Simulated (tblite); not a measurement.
## Run report: CH₁₀FNSi₄, geometry relaxation (part 2 of 2)

CH₁₀FNSi₄; GFN2-xTB geometry optimisation, gas phase (tblite 0.8.0). 

Geometry of the input (Å):
```
F  2.3693  1.1394  2.2409
Si 2.5827  0.4778  0.7912
Si 0.6028  0.2613  -0.3343
C  -0.4956  1.8415  -0.2636
Si -1.8818  0.5245  -0.1359
N  -0.7009  -0.5416  0.4258
Si -0.9142  -2.1074  -0.1308
H  3.2367  -0.8516  0.9881
H  3.5258  1.3345  0.0297
H  0.7592  -0.1680  -1.7481
H  -0.3730  2.4303  0.6475
H  -0.5026  2.4459  -1.1536
H  -2.8923  0.8085  0.9116
H  -2.4169  0.1663  -1.4799
H  -1.0502  -2.1606  -1.6012
H  0.2645  -2.9059  0.2902
H  -2.1206  -2.6829  0.5123
```

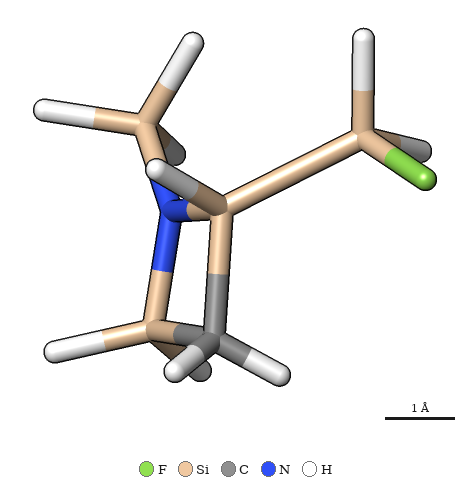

Figure 1. The geometry at step 184 of the log (stick view, seen at a tilt).

Trajectory as extended XYZ, continued:
```
17
Properties=species:S:1:pos:R:3:forces:R:3 step=79 energy=-596.44813
F     2.1420    0.9990    2.2133   -0.0020   0.0060   0.0000
Si    2.4588    0.2696    0.8044   -0.0010   0.0060  -0.0030
Si    0.6787    0.5084   -0.6199   -0.0060   0.0360   0.0040
C    -0.5665    1.9535   -0.3957    0.0280  -0.0030  -0.0030
Si   -1.9422    0.6616   -0.1012    0.0200  -0.0140   0.0020
N    -0.6834   -0.5551   -0.2478   -0.0090   0.0010   0.0020
Si   -0.7645   -2.2773   -0.1459   -0.0030   0.0080   0.0150
H     2.8573   -1.0678    1.2375   -0.0030   0.0080   0.0010
H     3.6556    0.9893    0.3658    0.0040  -0.0120   0.0020
H     1.0711    0.3280   -2.0329    0.0000   0.0030  -0.0040
H    -0.3614    2.5985    0.4545   -0.0140  -0.0010  -0.0070
H    -0.7085    2.5992   -1.2572    0.0090  -0.0150   0.0040
H    -2.5613    0.6503    1.2221   -0.0030  -0.0050   0.0090
H    -2.9447    0.5636   -1.1629   -0.0020  -0.0100   0.0020
H    -0.9584   -2.8637   -1.4773   -0.0050  -0.0050  -0.0200
H     0.5140   -2.7357    0.4106   -0.0140  -0.0020  -0.0050
H    -1.8937   -2.6095    0.7227    0.0010  -0.0030   0.0020
17
Properties=species:S:1:pos:R:3:forces:R:3 step=105 energy=-596.45036
F     2.1726    1.0728    2.2094   -0.0010   0.0080  -0.0120
Si    2.4550    0.2751    0.8303   -0.0110  -0.0050  -0.0110
Si    0.6882    0.5247   -0.6097   -0.0100   0.0130  -0.0040
C    -0.5781    1.9539   -0.4138    0.0140   0.0080   0.0070
Si   -1.9315    0.6504   -0.0764   -0.0010  -0.0080  -0.0040
N    -0.6639   -0.5537   -0.2384   -0.0050  -0.0040  -0.0050
Si   -0.7620   -2.2766   -0.1732    0.0000  -0.0040  -0.0050
H     2.7840   -1.0638    1.3125   -0.0020  -0.0040   0.0160
H     3.6905    0.9080    0.3685    0.0020   0.0090  -0.0030
H     1.0890    0.3586   -2.0228    0.0060  -0.0160   0.0060
H    -0.3865    2.6363    0.4087    0.0060   0.0070   0.0150
H    -0.7364    2.5616   -1.2995    0.0090  -0.0010  -0.0010
H    -2.5160    0.6496    1.2631   -0.0040  -0.0040   0.0050
H    -2.9591    0.5213   -1.1099   -0.0070   0.0010   0.0000
H    -0.9897   -2.8273   -1.5164    0.0030   0.0000   0.0110
H     0.5190   -2.7639    0.3513   -0.0130   0.0010  -0.0080
H    -1.8821   -2.6151    0.7065    0.0150  -0.0010  -0.0050
17
Properties=species:S:1:pos:R:3:forces:R:3 step=131 energy=-596.45910
F     2.2380    1.4888    2.0102    0.0080   0.0130   0.0180
Si    2.4094    0.3196    0.9046    0.0020  -0.0220  -0.0380
Si    0.6997    0.4957   -0.6146   -0.0080  -0.0030   0.0200
C    -0.5587    1.9279   -0.4059   -0.0250   0.0060   0.0100
Si   -1.9034    0.6285   -0.0058    0.0230   0.0180  -0.0040
N    -0.6599   -0.5822   -0.2688    0.0120  -0.0030   0.0060
Si   -0.7719   -2.3042   -0.2998    0.0120   0.0030   0.0120
H     2.5328   -0.8754    1.7360   -0.0140   0.0050   0.0090
H     3.7289    0.6300    0.3524    0.0010  -0.0080  -0.0030
H     1.1321    0.3030   -2.0123    0.0070   0.0080  -0.0130
H    -0.3365    2.6281    0.3943   -0.0080  -0.0070   0.0090
H    -0.7431    2.5182   -1.2987   -0.0110  -0.0160   0.0020
H    -2.3838    0.6082    1.3758   -0.0060   0.0060  -0.0070
H    -3.0098    0.5156   -0.9557    0.0050   0.0080  -0.0090
H    -1.1252   -2.7683   -1.6466   -0.0060  -0.0120  -0.0160
H     0.5521   -2.8169    0.0710   -0.0080  -0.0050   0.0050
H    -1.8077   -2.7046    0.6541    0.0160   0.0090   0.0010
17
Properties=species:S:1:pos:R:3:forces:R:3 step=158 energy=-596.47093
F     2.5142    1.7689    1.6838    0.0040  -0.0200   0.0050
Si    2.3450    0.3264    0.9653    0.0520  -0.0110   0.0060
Si    0.6996    0.5273   -0.6141    0.0000  -0.0140   0.0060
C    -0.5837    1.9302   -0.3760   -0.0270  -0.0140  -0.0030
Si   -1.8896    0.5978    0.0323   -0.0200  -0.0100   0.0040
N    -0.6372   -0.5880   -0.2933   -0.0130  -0.0060  -0.0150
Si   -0.7224   -2.3099   -0.3860    0.0140  -0.0020  -0.0190
H     2.1399   -0.5737    2.0977   -0.0050   0.0190   0.0310
H     3.6958    0.0996    0.4516    0.0040  -0.0110  -0.0230
H     1.1482    0.3740   -2.0114    0.0010   0.0130  -0.0080
H    -0.3662    2.6445    0.4131   -0.0100  -0.0120  -0.0200
H    -0.8065    2.4985   -1.2742    0.0130   0.0300   0.0210
H    -2.3333    0.5317    1.4247   -0.0040   0.0050  -0.0010
H    -3.0209    0.5141   -0.8898   -0.0050  -0.0220  -0.0140
H    -1.2115   -2.7377   -1.7038   -0.0250   0.0190   0.0190
H     0.6446   -2.8069   -0.1969    0.0160   0.0130   0.0270
H    -1.6230   -2.7848    0.6670    0.0050   0.0230  -0.0150
17
Properties=species:S:1:pos:R:3:forces:R:3 step=184 energy=-596.50195
F     3.0877    1.7025    1.2060   -0.0230  -0.0160  -0.0220
Si    2.3595    0.2777    0.9493   -0.0200  -0.0430   0.0120
Si    0.6734    0.6159   -0.5653    0.0040   0.0420   0.0390
C    -0.6672    1.9500   -0.2438   -0.0300   0.0190   0.0130
Si   -1.9649    0.5531   -0.1248    0.0210   0.0300   0.0030
N    -0.6256   -0.5601   -0.3211    0.0150   0.0080   0.0090
Si   -0.6367   -2.2842   -0.3281   -0.0110  -0.0010  -0.0130
H     2.0099   -0.1449    2.3065    0.0250   0.0300  -0.0050
H     3.4769   -0.5492    0.4914   -0.0050   0.0020   0.0020
H     1.0825    0.6185   -1.9860    0.0030  -0.0090   0.0000
H    -0.5379    2.5163    0.6748    0.0060  -0.0030   0.0000
H    -0.8239    2.6751   -1.0361   -0.0020  -0.0180  -0.0260
H    -2.6274    0.4046    1.1712    0.0060  -0.0180  -0.0150
H    -2.9204    0.4557   -1.2280   -0.0030   0.0190   0.0090
H    -1.2406   -2.7821   -1.5685   -0.0110  -0.0190  -0.0090
H     0.7650   -2.6993   -0.2332    0.0220  -0.0110   0.0100
H    -1.4172   -2.7378    0.8260    0.0030  -0.0140  -0.0060
17
Properties=species:S:1:pos:R:3:forces:R:3 step=210 energy=-596.50836
F     3.2098    1.6395    1.0339    0.0110   0.0010  -0.0040
Si    2.3631    0.2599    0.9687   -0.0320   0.0060   0.0040
Si    0.6618    0.6344   -0.5173   -0.0110   0.0240   0.0100
C    -0.6964    1.9529   -0.2089   -0.0230   0.0100   0.0100
Si   -1.9862    0.5460   -0.1461    0.0310  -0.0040   0.0100
N    -0.6317   -0.5544   -0.3102    0.0180  -0.0180  -0.0180
Si   -0.6135   -2.2789   -0.3398   -0.0230  -0.0180   0.0080
H     2.0595    0.0199    2.3800    0.0110   0.0030  -0.0080
H     3.3836   -0.7000    0.5467   -0.0020  -0.0060   0.0190
H     1.0833    0.6814   -1.9342    0.0000  -0.0240  -0.0210
H    -0.5923    2.5191    0.7126   -0.0170   0.0060  -0.0160
H    -0.8419    2.6701   -1.0107    0.0110   0.0230   0.0190
H    -2.6945    0.3412    1.1167    0.0090   0.0080  -0.0060
H    -2.9039    0.4919   -1.2853    0.0110  -0.0080   0.0180
H    -1.2396   -2.7748   -1.5711    0.0230  -0.0040  -0.0040
H     0.7998   -2.6670   -0.2638   -0.0340  -0.0040  -0.0090
H    -1.3677   -2.7690    0.8188    0.0160   0.0030  -0.0100
17
Properties=species:S:1:pos:R:3:forces:R:3 step=237 energy=-596.52343
F     3.4495    1.4225    0.7182   -0.0250  -0.0300   0.0030
Si    2.2981    0.3330    1.0597    0.0500   0.0210   0.0210
Si    0.6627    0.6601   -0.5076   -0.0010  -0.0120  -0.0030
C    -0.7273    1.9375   -0.1727   -0.0270   0.0020   0.0040
Si   -1.9650    0.4889   -0.0611   -0.0070   0.0150  -0.0040
N    -0.5988   -0.5695   -0.3404    0.0140   0.0000  -0.0060
Si   -0.5641   -2.2861   -0.5098    0.0070  -0.0130   0.0030
H     2.0029    0.6355    2.4634    0.0060  -0.0090  -0.0270
H     3.0455   -0.9251    1.0174   -0.0160   0.0220   0.0100
H     1.1008    0.7225   -1.9176    0.0080  -0.0030  -0.0010
H    -0.6299    2.5239    0.7364    0.0190  -0.0010   0.0060
H    -0.9118    2.6384   -0.9806   -0.0180   0.0030  -0.0060
H    -2.5591    0.2669    1.2565   -0.0090  -0.0100   0.0060
H    -2.9702    0.4016   -1.1192    0.0050   0.0120  -0.0020
H    -1.1868   -2.6920   -1.7742   -0.0080   0.0010  -0.0180
H     0.8499   -2.6714   -0.4885   -0.0070   0.0000   0.0110
H    -1.3035   -2.8747    0.6105    0.0090   0.0050   0.0040
17
Properties=species:S:1:pos:R:3:forces:R:3 step=263 energy=-596.52664
F     3.5728    1.2009    0.5365   -0.0020  -0.0070  -0.0060
Si    2.2906    0.3728    1.0777    0.0040  -0.0060   0.0050
Si    0.6549    0.6740   -0.4957    0.0000   0.0010  -0.0080
C    -0.7500    1.9238   -0.1138   -0.0060  -0.0080   0.0000
Si   -1.9706    0.4590   -0.0565   -0.0010   0.0080   0.0040
N    -0.5900   -0.5752   -0.3618    0.0050   0.0050   0.0000
Si   -0.5379   -2.2887   -0.5658   -0.0040   0.0050   0.0000
H     2.0875    0.9659    2.4018   -0.0030  -0.0020   0.0030
H     2.8422   -0.9678    1.2714    0.0010   0.0090  -0.0020
H     1.0926    0.7745   -1.9035    0.0010  -0.0010   0.0070
H    -0.6503    2.4740    0.8179   -0.0020   0.0010  -0.0110
H    -0.9500    2.6525   -0.8933    0.0010   0.0000   0.0110
H    -2.5798    0.1680    1.2407    0.0040   0.0030   0.0040
H    -2.9646    0.4164   -1.1278    0.0010  -0.0070  -0.0090
H    -1.1340   -2.6706   -1.8514    0.0030   0.0000   0.0000
H     0.8760   -2.6712   -0.5177   -0.0040   0.0060   0.0000
H    -1.2962   -2.8961    0.5312    0.0010  -0.0070   0.0010
17
Properties=species:S:1:pos:R:3:forces:R:3 step=290 energy=-596.52690
F     3.5880    1.1514    0.5045    0.0000  -0.0010   0.0010
Si    2.2906    0.3731    1.0818    0.0010  -0.0010  -0.0010
Si    0.6512    0.6787   -0.4872    0.0000   0.0010   0.0010
C    -0.7584    1.9238   -0.1067    0.0000   0.0010   0.0010
Si   -1.9758    0.4567   -0.0586    0.0010  -0.0010   0.0010
N    -0.5905   -0.5734   -0.3567    0.0010  -0.0010  -0.0010
Si   -0.5319   -2.2853   -0.5706   -0.0010  -0.0010  -0.0010
H     2.1148    1.0048    2.3920   -0.0010   0.0000  -0.0010
H     2.8113   -0.9745    1.3062    0.0000   0.0010   0.0000
H     1.0911    0.7859   -1.8935    0.0000  -0.0010   0.0010
H    -0.6641    2.4709    0.8271    0.0000   0.0020   0.0000
H    -0.9562    2.6558   -0.8834   -0.0010   0.0000   0.0010
H    -2.5900    0.1653    1.2361    0.0000   0.0010  -0.0010
H    -2.9598    0.4060   -1.1388   -0.0020   0.0000  -0.0010
H    -1.1193   -2.6619   -1.8617    0.0010   0.0000  -0.0010
H     0.8837   -2.6597   -0.5184    0.0010   0.0000   0.0000
H    -1.2919   -2.9057    0.5180    0.0000   0.0000   0.0020
```

Summary:

```csv
quantity,value
outcome,converged
total energy,−596.5269 eV
wall time,6.7 s
peak memory,0.19 GiB
```
